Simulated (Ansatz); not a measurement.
**Si2H5O (SMILES [SiH2]O[SiH3]) at UCAM-B3LYP/6-311+G(d,p)**

What is the vertical electron affinity of Si2H5O at UCAM-B3LYP/6-311+G**? 

Program for the calculation: Ansatz 0.2.0.

37 further runs of the same task are left out: 37 set aside as unsound or not needed.

## Step 1: The structure to begin with

The species is Si2H5O (8 atoms), meant as a doublet with charge 0. As SMILES, `[SiH2]O[SiH3]`. The shape is that of a PBE0-D4/def2-TZVP optimisation. This is one conformer, not always the lowest.

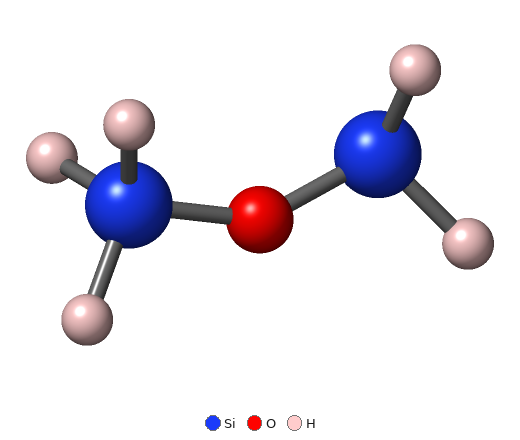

Viewed from a chosen angle; silicon blue, oxygen red, hydrogen pink.

## Step 2: A single-point energy at UCAM-B3LYP/6-311+G(d,p)

File in.yaml:

```yaml
crystal:
  periodic: [false, false, false]
  atoms:
    - {symbol: Si, position_ang: [-1.281200, 0.933000, -0.865900]}
    - {symbol: O, position_ang: [-0.352300, -0.279200, -0.276900]}
    - {symbol: Si, position_ang: [0.765000, -0.723000, 0.835900]}
    - {symbol: H, position_ang: [-1.902800, 0.458100, -2.133600]}
    - {symbol: H, position_ang: [-0.440600, 2.142000, -1.118700]}
    - {symbol: H, position_ang: [1.291900, -2.054600, 0.453100]}
    - {symbol: H, position_ang: [0.138100, -0.799300, 2.180400]}
    - {symbol: H, position_ang: [1.874100, 0.266000, 0.869800]}
basis:
  gaussian: {orbitals: 6-311+G_st__st_-spherical.json}
magnetization: {spin_polarized: true, initial_magnetization: 1}
hamiltonian: {xc: {name: CAM-B3LYP}}
accuracy: high
output: {orbitals: {seedname: orbitals}}
```

The basis set 6-311+G** is read from a file made from the Basis Set Exchange's data (not shown).

Command:

```console
$ ansatz run in.yaml --threads 1 --pin off --max-ram 3480MiB --events-out events.jsonl --progress --plain --runs-dir runs
```

The log of the run:

```text
Warning: RAYON_NUM_THREADS=1 ignored (pool sized by the plan → 1); use --threads N
Functional definition: CAM-B3LYP
  name "CAM-B3LYP"
  parameter alpha = 0.19
  parameter beta = 0.46
  parameter omega = 0.33/bohr
  parameter ac = 0.81
  exchange = (1 - alpha - beta)*b88_x + beta*b88_x_sr(omega) + alpha*exact_x + beta*exact_x_lr(omega)
  correlation = (1 - ac)*vwn5_c + ac*lyp_c
2081 factors; integrals over basis functions are off by at most 4.2e-9 eV
515 factors; integrals over basis functions are off by at most 2.3e-9 eV
mean field evaluation 1: about -17879.8389 eV, gradient 3.9e1 eV
mean field evaluation 2: about -17872.1566 eV, gradient 6.0e1 eV
mean field evaluation 4: about -17884.6623 eV, gradient 4.3e-1 eV
mean field evaluation 8: about -17884.7641 eV, gradient 6.1e-2 eV
mean field evaluation 16: about -17884.7642 eV, gradient 1.1e-4 eV
mean field -17884.76420548 eV, -657.2529618228 hartree, gradient 6.9e-8 eV, S^2 0.751379; 0 other end points of the search recorded, 0 dependent functions left out
reference -17884.76422854 eV, -657.2529626703 hartree; 21, 20 occupied and 91, 92 virtual orbitals, 2081 factors
Total energy: -17884.76422854 eV, -657.2529626703 hartree
```

Wall time 18 s (1 thread of Arm Neoverse V1, shared host); peak memory 0.58 GiB.

## Step 3: The singlet anion, same level

File molecule.yaml:

```yaml
crystal:
  periodic: [false, false, false]
  atoms:
    - {symbol: Si, position_ang: [-1.281200, 0.933000, -0.865900]}
    - {symbol: O, position_ang: [-0.352300, -0.279200, -0.276900]}
    - {symbol: Si, position_ang: [0.765000, -0.723000, 0.835900]}
    - {symbol: H, position_ang: [-1.902800, 0.458100, -2.133600]}
    - {symbol: H, position_ang: [-0.440600, 2.142000, -1.118700]}
    - {symbol: H, position_ang: [1.291900, -2.054600, 0.453100]}
    - {symbol: H, position_ang: [0.138100, -0.799300, 2.180400]}
    - {symbol: H, position_ang: [1.874100, 0.266000, 0.869800]}
basis:
  gaussian:
    orbitals: 6-311+G_st__st_-spherical.json
hamiltonian:
  xc: {name: CAM-B3LYP}
output: {orbitals: {seedname: orbitals}}
total_charge: -1
accuracy: high
```

The basis set 6-311+G** is read from a file made from the Basis Set Exchange's data (not shown).

Command:

```console
$ ansatz run molecule.yaml --threads 1 --pin off --max-ram 3480MiB --events-out events.jsonl --progress --plain --runs-dir runs
```

The log of the run, cut to the lines that bear on the results:

```text
Warning: RAYON_NUM_THREADS=1 ignored (pool sized by the plan → 1); use --threads N
[... 8 set-up lines as earlier in the session ...]
2082 factors; integrals over basis functions are off by at most 4.2e-9 eV
515 factors; integrals over basis functions are off by at most 2.3e-9 eV
mean field evaluation 1: about -17884.1653 eV, gradient 2.2e1 eV
mean field evaluation 2: about -17884.3732 eV, gradient 2.4e1 eV
mean field evaluation 4: about -17885.3258 eV, gradient 1.0e0 eV
mean field evaluation 8: about -17885.4283 eV, gradient 6.1e-2 eV
mean field evaluation 16: about -17885.4284 eV, gradient 1.7e-4 eV
mean field -17885.42838619 eV, -657.2773700136 hartree, gradient 6.9e-8 eV, S^2 0.000000; 0 other end points of the search recorded, 0 dependent functions left out
reference -17885.42840584 eV, -657.2773707358 hartree; 21, 21 occupied and 91, 91 virtual orbitals, 2082 factors
Total energy: -17885.42840584 eV, -657.2773707358 hartree
```

Wall time 13 s (1 thread of Arm Neoverse V1, shared host); peak memory 0.42 GiB.

## Step 4: What came out

Level: UCAM-B3LYP/6-311+G**.

```
                                                            quantity          value
                                        doublet Si2H5O: total energy  -657.25296 Eh
                  doublet Si2H5O: HOMO energy (highest over α and β)       -7.26 eV
                   doublet Si2H5O: LUMO energy (lowest over α and β)       -1.47 eV
                                                doublet Si2H5O: ⟨S²⟩          0.751
                                         singlet anion: total energy  -657.27737 Eh
                                          singlet anion: HOMO energy       -0.01 eV
                                          singlet anion: LUMO energy        3.44 eV
singlet anion: HOMO–LUMO gap (to an unbound level, set by the basis)        3.45 eV
                   vertical electron affinity (to the singlet anion)       0.664 eV
```

**Reading.** At fixed nuclei the extra electron is bound by 0.66 eV (15.3 kcal/mol).
